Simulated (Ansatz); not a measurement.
Consider ClH₄OSi₂ (SMILES [SiH3]O[SiH]Cl) (doublet).

```json
{"atom": "Cl", "x (Å)": "-0.5482", "y (Å)": "3.1133", "z (Å)": "-1.8584"}
{"atom": "O", "x (Å)": "0.9162", "y (Å)": "0.4359", "z (Å)": "-2.0288"}
{"atom": "Si", "x (Å)": "0.2103", "y (Å)": "-0.5281", "z (Å)": "-0.8543"}
{"atom": "Si", "x (Å)": "0.6606", "y (Å)": "1.7897", "z (Å)": "-2.9425"}
{"atom": "H", "x (Å)": "0.3101", "y (Å)": "0.1401", "z (Å)": "0.4718"}
{"atom": "H", "x (Å)": "-1.2215", "y (Å)": "-0.7719", "z (Å)": "-1.1860"}
{"atom": "H", "x (Å)": "0.9491", "y (Å)": "-1.8172", "z (Å)": "-0.8309"}
{"atom": "H", "x (Å)": "1.9882", "y (Å)": "2.4486", "z (Å)": "-3.1678"}
```

Geometry: B3LYP-D3(BJ)/def2-SVP.

The calculation used isolated molecule in a Gaussian basis; Kohn-Sham density functional theory, functional PBE0 (Ansatz).

Question: What will maps of the electron density, electron localisation function and spin density show?

Answer: Si–O (1.68 Å): ρ at the midpoint is about 1.1 e/Å³; the ELF peaks at about 0.85 between the atoms (a shared but strongly polarised pair).
Si–H (1.49 Å): ρ at the midpoint is about 0.83 e/Å³; the ELF climbs to about 1 towards the hydrogen, as it does in any bond to H.
The unpaired spin (1 electron) lies mostly on Si4 (about 0.7), Cl1 (about 0.1), H8 (about 0.1) and O2 (about 0.1), in electrons by Hirshfeld's partition.

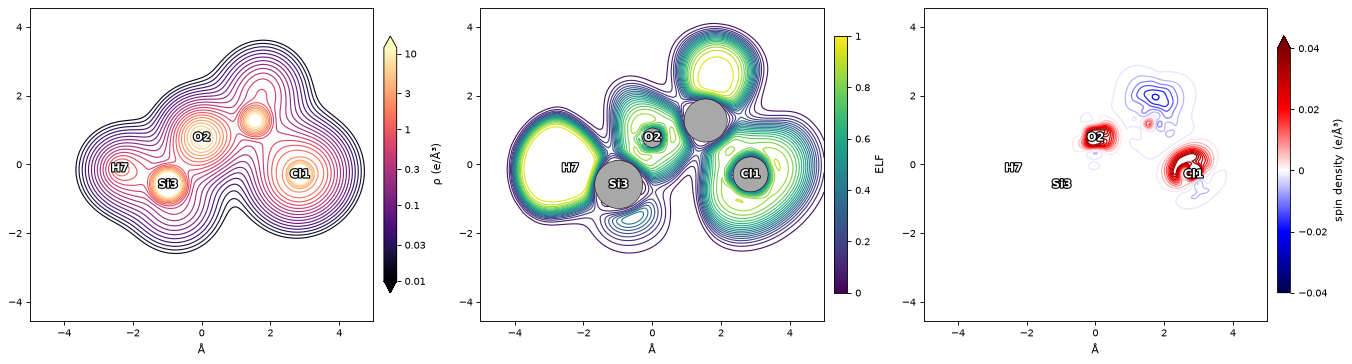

Computed electron density, electron localisation function and spin density on the plane of atoms O2, Si3 and H7, in this order. Grey discs cover the atomic cores in the ELF map. 
